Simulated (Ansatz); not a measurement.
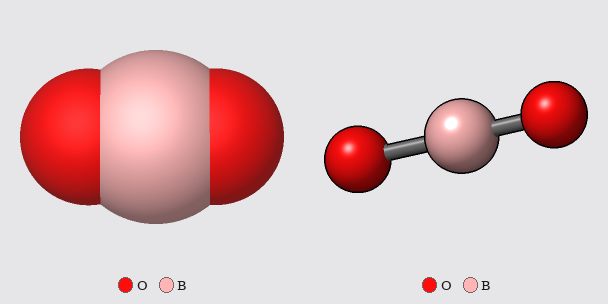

Figure made from data computed with Ansatz.

The same structure drawn twice, from different directions.

Charge 0, doublet. Geometry: a fixed input geometry, not necessarily a minimum.

Which formula does it have?

BO2, 3 atoms: 1 boron and 2 oxygen.

Count the bonded pairs by element.

2 B–O. Sticks follow a distance rule.
